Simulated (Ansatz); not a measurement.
Consider CH₅LiO₂Si.

The calculation's input:

```
crystal:
  periodic: [false, false, false]
  atoms:
    - {symbol: C, position_ang: [0.680745, -1.696319, 1.492286]}
    - {symbol: Li, position_ang: [-0.746755, 1.229566, -1.186918]}
    - {symbol: O, position_ang: [-0.937878, 0.314125, 0.140074]}
    - {symbol: O, position_ang: [-2.094983, -1.912831, 1.254444]}
    - {symbol: Si, position_ang: [-0.915456, -0.721620, 1.374105]}
    - {symbol: H, position_ang: [-1.132237, 0.007995, 2.664694]}
    - {symbol: H, position_ang: [0.660566, -2.389396, 2.337859]}
    - {symbol: H, position_ang: [0.843194, -2.280088, 0.581157]}
    - {symbol: H, position_ang: [1.536652, -1.027070, 1.622670]}
    - {symbol: H, position_ang: [-2.996434, -1.592188, 1.183003]}
basis:
  gaussian:
    orbitals: def2-TZVPD
total_charge: 0
hamiltonian:
  xc: {name: PBE0}
output: {forces: true, orbitals: {seedname: orbitals}}
```

Command:

```sh
ansatz run input.yaml --threads 2 --pin off --max-ram 4350MiB --events-out events.jsonl --progress --plain --runs-dir runs
```

Geometry: B3LYP-D3(BJ)/6-311G**.

Level of theory: isolated molecule in a Gaussian basis; Kohn-Sham density functional theory, functional PBE0 in Ansatz.

### Predict the electron density and electron localisation function between the atoms.

Si–O (1.61 Å): the density is about 1.3 e/Å³ at the midpoint; the ELF peaks at about 0.85 between the atoms, as expected for a short, strongly polar bond.
Li–O (1.62 Å): ρ is about 0.79 e/Å³ halfway; the ELF peaks at about 0.85 in the valence shell of O, 0.6 Å from its nucleus, and falls to about 0.35 next to Li: an ionic contact with no shared pair.
C–Si (1.87 Å): ρ is about 0.98 e/Å³ halfway; the ELF peaks at about 0.95 between the atoms, as expected for a shared electron pair.
C–H (1.09 Å): ρ is about 1.9 e/Å³ halfway; the ELF climbs to about 1 towards the hydrogen, as it does in any bond to H: a covalent bond by its length.

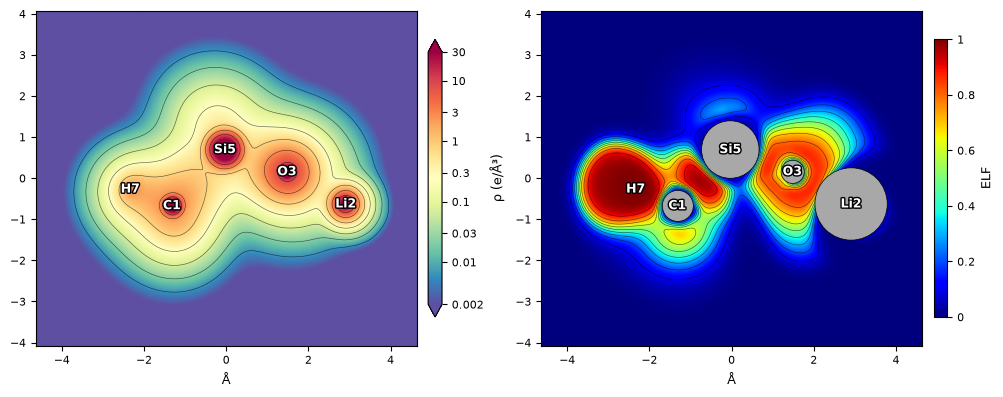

Computed electron density and electron localisation function on the plane of atoms C1, Si5 and O3, in this order. Grey discs cover the atomic cores in the ELF map. 
